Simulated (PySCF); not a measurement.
# C$_{2}$H$_{4}$F$_{2}$: geometry relaxation (part 2 of 2)

C$_{2}$H$_{4}$F$_{2}$; BP86/def2-SVP, RKS (PySCF 2.14.0). The geometry comes from this level: PBE0-D4/def2-TZVP symmetrised.

Geometry of the input (Å):
```
F  -0.8036  0.8751  0.9528
C  0.3931  0.8156  0.2720
C  0.7267  -0.5965  -0.0986
F  -0.1093  -1.0537  -1.0941
H  0.3076  1.4374  -0.6241
H  1.1791  1.2175  0.9206
H  1.7577  -0.6429  -0.4660
H  0.6192  -1.2561  0.7675
```

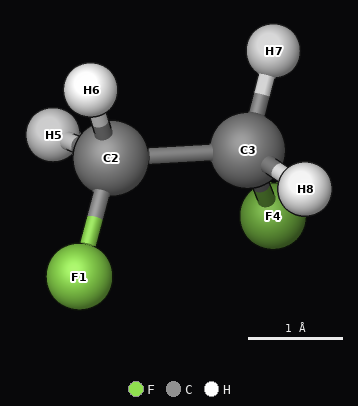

Fig. 1: The geometry at step 2 of the log (ball-and-stick view, seen at a tilt; atoms are numbered from 1 in the order of the input).

### Output, continued
```
Freq [cm^-1]                      852.8236            882.1782           1073.9462
Reduced mass [au]                   2.4274              2.0217              4.1179
Force const [Dyne/A]                1.0402              0.9270              2.7983
Char temp [K]                    1227.0232           1269.2580           1545.1695
Normal mode                   x     y     z       x     y     z       x     y     z
       0   F                 0.06 -0.01 -0.03    0.05 -0.02 -0.05   -0.08 -0.01  0.03
       1   C                -0.07 -0.11 -0.05    0.02  0.05  0.11    0.14  0.02 -0.02
       2   C                -0.11  0.07  0.02   -0.07  0.03  0.09   -0.13 -0.03 -0.07
       3   F                 0.04  0.03  0.04   -0.02 -0.04 -0.06    0.07  0.02  0.05
       4   H                 0.10  0.01  0.02   -0.06 -0.27 -0.12    0.01 -0.11 -0.10
       5   H                 0.06 -0.41 -0.02    0.01  0.36 -0.07    0.20  0.08 -0.15
       6   H                -0.10  0.40  0.02   -0.12  0.34 -0.09   -0.17  0.01 -0.20
       7   H                 0.10  0.03  0.02    0.19 -0.23 -0.08    0.06 -0.10 -0.10
Mode                                 6                   7                   8
Irrep
Freq [cm^-1]                     1088.8429           1104.8536           1218.3053
Reduced mass [au]                   2.3339              3.2135              1.1207
Force const [Dyne/A]                1.6303              2.3112              0.9801
Char temp [K]                    1566.6025           1589.6383           1752.8701
Normal mode                   x     y     z       x     y     z       x     y     z
       0   F                -0.04  0.01  0.00   -0.07 -0.01  0.05    0.00 -0.01  0.03
       1   C                 0.07 -0.12  0.05    0.08  0.00 -0.11    0.00  0.02 -0.05
       2   C                 0.04  0.14 -0.04    0.04  0.02  0.13    0.01  0.02 -0.05
       3   F                -0.03 -0.02 -0.01   -0.05 -0.01 -0.07   -0.01 -0.01  0.03
       4   H                -0.11 -0.36 -0.09    0.29  0.04 -0.09    0.46 -0.16 -0.23
       5   H                 0.14  0.05 -0.14    0.06 -0.17  0.03   -0.30  0.12  0.23
       6   H                 0.10 -0.00  0.18   -0.01  0.18 -0.02    0.15  0.21  0.30
       7   H                -0.25  0.29  0.03    0.24  0.07  0.18   -0.28 -0.30 -0.34
Mode                                 9                  10                  11
Irrep
Freq [cm^-1]                     1260.6933           1351.5479           1389.2596
Reduced mass [au]                   1.0743              1.2524              1.4750
Force const [Dyne/A]                1.0060              1.3478              1.6773
Char temp [K]                    1813.8569           1944.5765           1998.8353
Normal mode                   x     y     z       x     y     z       x     y     z
       0   F                 0.02  0.00  0.01   -0.00 -0.01 -0.00   -0.00  0.01  0.00
       1   C                -0.02 -0.04  0.00   -0.06  0.07  0.02    0.03 -0.10 -0.05
       2   C                -0.03  0.03 -0.01    0.02  0.08  0.04   -0.02  0.10  0.05
       3   F                 0.02  0.00 -0.01    0.01 -0.01  0.00    0.00 -0.01 -0.00
       4   H                 0.26 -0.25 -0.17    0.14 -0.26 -0.22   -0.08  0.35  0.27
       5   H                -0.41  0.17  0.33    0.27 -0.42 -0.10   -0.19  0.30 -0.03
       6   H                -0.20 -0.29 -0.42   -0.06 -0.48 -0.15   -0.06 -0.35 -0.01
       7   H                 0.09  0.32  0.23    0.04 -0.28 -0.23    0.14 -0.33 -0.26
Mode                                12                  13                  14
Irrep
Freq [cm^-1]                     1422.3733           1428.8078           2932.1880
Reduced mass [au]                   1.0951              1.1228              1.0589
Force const [Dyne/A]                1.3053              1.3505              5.3641
Char temp [K]                    2046.4785           2055.7363           4218.7657
Normal mode                   x     y     z       x     y     z       x     y     z
       0   F                -0.01 -0.00  0.00    0.00  0.01 -0.00   -0.00  0.00  0.00
       1   C                -0.05 -0.03  0.02    0.05  0.01 -0.04   -0.03 -0.03 -0.01
       2   C                 0.05 -0.01  0.03    0.04  0.01  0.05    0.04 -0.02  0.01
       3   F                 0.01 -0.00  0.00    0.00 -0.01  0.00    0.00  0.00  0.00
       4   H                 0.42  0.19  0.12   -0.49 -0.05 -0.02   -0.03  0.20 -0.30
       5   H                 0.18  0.21 -0.39   -0.15 -0.23  0.34    0.42  0.20  0.35
       6   H                -0.12  0.15 -0.44   -0.11  0.18 -0.38   -0.55  0.01  0.20
       7   H                -0.47  0.01 -0.02   -0.46 -0.14 -0.13    0.04  0.21 -0.29
Mode                                15                  16                  17
Irrep
Freq [cm^-1]                     2942.5033           2991.8889           3004.8428
Reduced mass [au]                   1.0600              1.1079              1.1077
Force const [Dyne/A]                5.4075              5.8430              5.8927
Char temp [K]                    4233.6071           4304.6620           4323.2998
Normal mode                   x     y     z       x     y     z       x     y     z
       0   F                -0.00  0.00  0.00    0.00 -0.00  0.00    0.00 -0.00  0.00
       1   C                -0.03 -0.04  0.00   -0.03  0.01 -0.06   -0.02  0.02 -0.06
       2   C                -0.04  0.03 -0.01   -0.04 -0.02  0.04    0.03  0.03 -0.05
       3   F                -0.00 -0.00 -0.00    0.00  0.00  0.00   -0.00 -0.00  0.00
       4   H                -0.04  0.25 -0.37    0.04 -0.29  0.41    0.05 -0.33  0.47
       5   H                 0.37  0.19  0.31    0.31  0.16  0.25    0.24  0.13  0.20
       6   H                 0.49 -0.02 -0.18    0.41 -0.02 -0.14   -0.32  0.02  0.12
       7   H                -0.05 -0.26  0.35    0.05  0.31 -0.40   -0.05 -0.35  0.45
temperature 298.1500 [K]
pressure 101325.00 [Pa]
Rotational constants [GHz] 17.31264 4.89371 4.29194
Symmetry number 2
Zero-point energy (ZPE) 0.05898 [Eh]   154856.658 [J/mol]
                           tot       elec      trans        rot        vib
Entropy [J/mol/K]       279.315      0.000    161.007     95.887     22.420
Cv [J/mol/K]             56.725      0.000     12.472     12.472     31.782
Cp [J/mol/K]             65.040      0.000     20.786     12.472     31.782
Internal energy [J/mol]                      3718.434   3718.434 158905.409
Internal energy [Eh]   -278.00475  -278.06810
Enthalpy [J/mol]                             6197.391   3718.434 158905.409
Enthalpy [Eh]          -278.00380
Gibbs free energy [J/mol]                  -41806.994 -24870.417 152220.774
Gibbs free energy [Eh] -278.03552
```

### Trajectory as extended XYZ (Å, eV, eV/Å), 5 frames, from step=0 to step=4
```
8
Properties=species:S:1:pos:R:3:forces:R:3 step=0 energy=-7566.58024
F    -0.8036    0.8751    0.9528   -0.4428   0.0226   0.2397
C     0.3931    0.8156    0.2720   -0.2823  -0.1798   0.2742
C     0.7267   -0.5965   -0.0986   -0.2356   0.0785  -0.3544
F    -0.1093   -1.0537   -1.0941   -0.3128  -0.1700  -0.3571
H     0.3076    1.4374   -0.6241    0.0648   0.3405  -0.5641
H     1.1791    1.2175    0.9206    0.5342   0.2592   0.3079
H     1.7577   -0.6429   -0.4660    0.6569  -0.0262  -0.1236
H     0.6192   -1.2561    0.7675    0.0182  -0.3243   0.5769
8
Properties=species:S:1:pos:R:3:forces:R:3 step=1 energy=-7566.61827
F    -0.8222    0.8840    0.9639    0.0645  -0.0067  -0.0306
C     0.3840    0.8201    0.2792   -0.0681  -0.0085   0.0004
C     0.7225   -0.6035   -0.1081   -0.0632  -0.0171  -0.0207
F    -0.1193   -1.0679   -1.1099    0.0455   0.0284   0.0474
H     0.3120    1.4494   -0.6365    0.0047   0.0271   0.0017
H     1.1941    1.2252    0.9302    0.0029  -0.0019  -0.0071
H     1.7766   -0.6438   -0.4704   -0.0002   0.0025   0.0075
H     0.6237   -1.2662    0.7812    0.0144  -0.0233   0.0011
8
Properties=species:S:1:pos:R:3:forces:R:3 step=2 energy=-7566.61855
F    -0.8209    0.8846    0.9635    0.0166   0.0026  -0.0111
C     0.3832    0.8204    0.2778   -0.0282  -0.0083   0.0197
C     0.7214   -0.6040   -0.1072   -0.0222  -0.0014  -0.0276
F    -0.1180   -1.0678   -1.1094    0.0124   0.0033   0.0153
H     0.3118    1.4528   -0.6365    0.0065  -0.0019   0.0024
H     1.1943    1.2242    0.9283    0.0055   0.0022  -0.0038
H     1.7758   -0.6429   -0.4687    0.0046  -0.0003   0.0053
H     0.6246   -1.2693    0.7810    0.0055   0.0044  -0.0007
8
Properties=species:S:1:pos:R:3:forces:R:3 step=3 energy=-7566.61859
F    -0.8208    0.8856    0.9633    0.0035   0.0013  -0.0029
C     0.3827    0.8203    0.2779   -0.0084  -0.0014   0.0086
C     0.7209   -0.6038   -0.1076   -0.0054  -0.0012  -0.0109
F    -0.1176   -1.0684   -1.1094    0.0028   0.0001   0.0036
H     0.3125    1.4531   -0.6362    0.0027  -0.0008  -0.0007
H     1.1948    1.2235    0.9277    0.0021   0.0004  -0.0009
H     1.7758   -0.6421   -0.4682    0.0017   0.0004   0.0015
H     0.6252   -1.2691    0.7807    0.0017   0.0017   0.0012
8
Properties=species:S:1:pos:R:3:forces:R:3 step=4 energy=-7566.61859
F    -0.8207    0.8864    0.9630   -0.0002   0.0003  -0.0003
C     0.3826    0.8203    0.2779    0.0003   0.0009   0.0001
C     0.7208   -0.6037   -0.1079    0.0006  -0.0006  -0.0001
F    -0.1173   -1.0687   -1.1096   -0.0001  -0.0002  -0.0001
H     0.3133    1.4532   -0.6362    0.0003   0.0001  -0.0003
H     1.1951    1.2232    0.9275   -0.0001  -0.0003   0.0003
H     1.7759   -0.6415   -0.4681   -0.0001   0.0003  -0.0004
H     0.6257   -1.2688    0.7806    0.0000   0.0001   0.0002
```

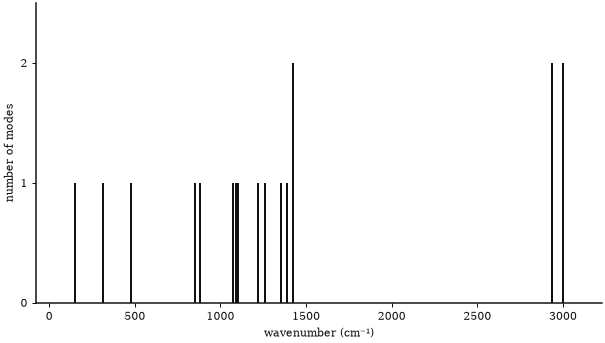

Fig. 2: Harmonic vibrational wavenumbers from the force constants; neighbouring modes closer than 13 cm⁻¹ are counted in one stick. 18 modes from 152 to 3005 cm⁻¹, none imaginary.

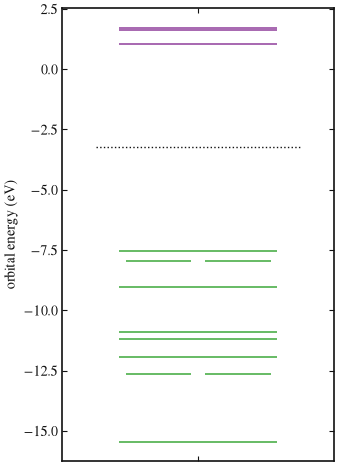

Fig. 3: Orbital energies near the frontier; the dotted line parts filled from empty levels, and levels within 0.02 eV of each other stand side by side. Highest filled −7.54 eV, lowest empty 1.05 eV, 8.59 eV apart.

### Key numbers

| quantity | value |
| --- | --- |
| outcome | converged |
| total energy | −278.068104 hartree |
| basis functions | 76 |
| HOMO | −7.54 eV |
| LUMO | 1.05 eV |
| zero-point energy | 0.058982 hartree |
| dipole moment | 2.37 D |
| wavenumbers, lowest and highest | 152 and 3005 cm⁻¹ |
| wall time | 4.6 min |
| peak memory | 1.1 GiB |
